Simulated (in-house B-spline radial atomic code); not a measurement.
**Al¹⁰⁺: ionisation energy by several methods**

How far do functionals differ on the ionisation energy of Al¹⁰⁺? Each run solves Al¹⁰⁺ and then the next ion (1s2).

Method: scalar-relativistic (X2C), several functionals, spin-polarised, exact exchange averaged over the configuration; spherical all-electron atom at the radial basis limit. Code: in-house B-spline radial atomic code version 1.

### Step 1. Starting point

* element: aluminium (Z = 13)
* charge: +10
* electrons: 3
* configuration: [He] 2s1
* nucleus: Fermi, rms radius 3.061 fm

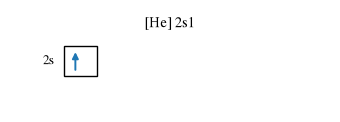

Outer shells as boxes.

Where spins are not typed, each open shell is filled with up spins first.

### Step 2. B3LYP, a global hybrid

Input settings:

```ini
Z = 13
electrons = 3.0
configuration = [He] 2s1
hamiltonian = x2c
method = b3lyp
spin_polarised = True
nucleus = fermi
rms_radius = 3.061
mass_number = 27
atomic_mass = 26.981538408
speed_of_light = 137.035999084
exact_exchange = averaged over the configuration
```

Run with:

```console
$ python run_scf.py task.json out
```

task.json lists these runs, among others, and the program works through them in turn.

### Step 3. HSE06, a range-separated hybrid

Settings: those of step 2 with these lines changed.

```diff
@@ -4,3 +4,3 @@
 hamiltonian = x2c
-method = b3lyp
+method = hse06
 spin_polarised = True
```

### Step 4. CAM-B3LYP, a range-separated hybrid

Settings: those of step 3 with these lines changed.

```diff
@@ -4,3 +4,3 @@
 hamiltonian = x2c
-method = hse06
+method = camb3lyp
 spin_polarised = True
```

### Step 5. ωB97X, a range-separated hybrid

Settings: those of step 4 with these lines changed.

```diff
@@ -4,3 +4,3 @@
 hamiltonian = x2c
-method = camb3lyp
+method = wb97x
 spin_polarised = True
```

### Step 6. B97-1, a global hybrid

Settings: those of step 5 with these lines changed.

```diff
@@ -4,3 +4,3 @@
 hamiltonian = x2c
-method = wb97x
+method = b97_1
 spin_polarised = True
```

### Step 7. BHandHLYP, a global hybrid

Settings: those of step 6 with these lines changed.

```diff
@@ -4,3 +4,3 @@
 hamiltonian = x2c
-method = b97_1
+method = bhandhlyp
 spin_polarised = True
```

Q: The tabulated ionisation energy is 442.005 ± 0.007 eV (tabulated theoretical; NIST Atomic Spectra Database). What does each method give, and which comes nearest?

The runs gave:

| method | rung | total energy (hartree) | ΔSCF (eV) | −ε highest (eV) | ΔSCF less tabulated (eV) |
| --- | --- | --- | --- | --- | --- |
| B3LYP | global hybrid | -177.5823 | 443.36 | 428.36 (2s up) | +1.35 |
| B97-1 | global hybrid | -177.6219 | 442.57 | 428.35 (2s up) | +0.57 |
| BHandHLYP | global hybrid | -177.6382 | 443.21 | 433.57 (2s up) | +1.20 |
| HSE06 | range-separated hybrid | -177.5467 | 442.87 | 428.69 (2s up) | +0.86 |
| CAM-B3LYP | range-separated hybrid | -177.5912 | 443.20 | 430.33 (2s up) | +1.20 |
| ωB97X | range-separated hybrid | -177.7986 | 439.95 | 431.12 (2s up) | -2.06 |

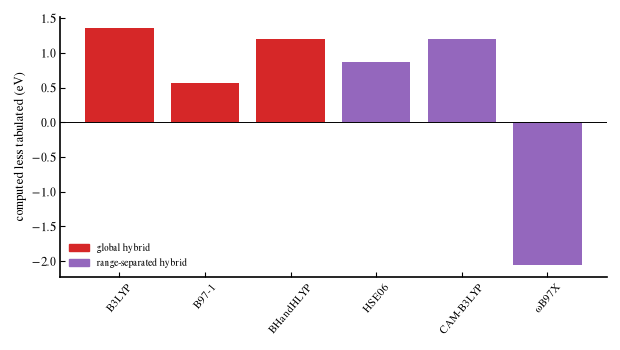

Error of each method against the tabulated value; one colour a rung.

**Reading.** The tabulated ionisation energy is 442.005 ± 0.007 eV (tabulated theoretical; NIST Atomic Spectra Database). B97-1 comes nearest (+0.57 eV) and ωB97X is farthest (-2.06 eV, 0.47 %). Relativistic terms that these runs lack can be as large as the gaps between close methods, so the nearest may be so by luck.
